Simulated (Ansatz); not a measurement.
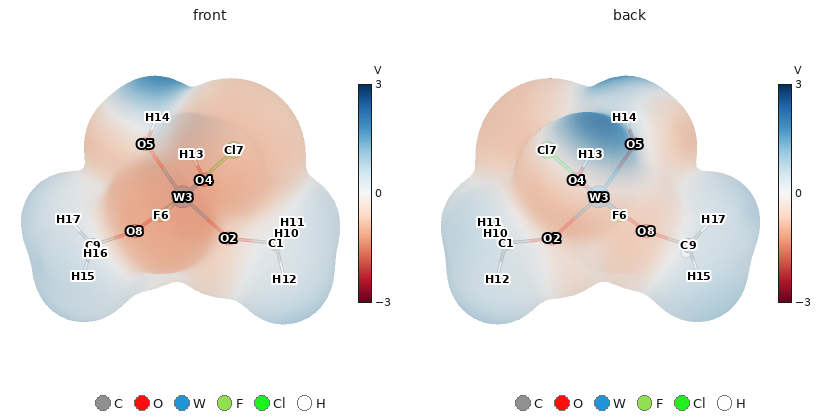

The picture shows: C2H8ClFO4W (SMILES C[O][W]([OH])([OH])([F])([Cl])[O]C). The electrostatic potential painted on the density surface at 0.001 e/bohr³, seen from the front and from behind; red is negative and blue positive.

Geometry: PBE0-D4/def2-TZVP; core potentials replace the inner electrons of W.

These are results of RKS PBE0-D4/def2-TZVPP (Ansatz 0.2.0), not measurements.

```xyz
17

C    -0.9937   -1.5359    2.2275
O    -0.8062   -0.6308    1.1827
W     0.4462    0.0622    0.0322
O     0.7091   -1.7404   -0.5096
O     2.0171    0.5230   -0.9269
F     0.1431    1.8520    0.5810
Cl    1.9447   -0.0502    1.8855
O    -0.6121    0.5198   -1.4126
C    -0.9396    1.6980   -2.0978
H    -0.8188   -2.5503    1.8579
H    -0.2834   -1.3136    3.0289
H    -2.0168   -1.4437    2.5962
H     1.4097   -1.9418   -1.1350
H     2.8665    0.5553   -0.4798
H    -1.8934    1.5531   -2.6081
H    -1.0125    2.5275   -1.3893
H    -0.1599    1.9160   -2.8328
```

> Which sites attract a positive test charge, and which a negative one?

A positive charge is drawn to the negative regions and a negative charge to the positive ones. The most negative region (about −1.3 V) lies over F6, the most positive (about +2.0 V) over H13.
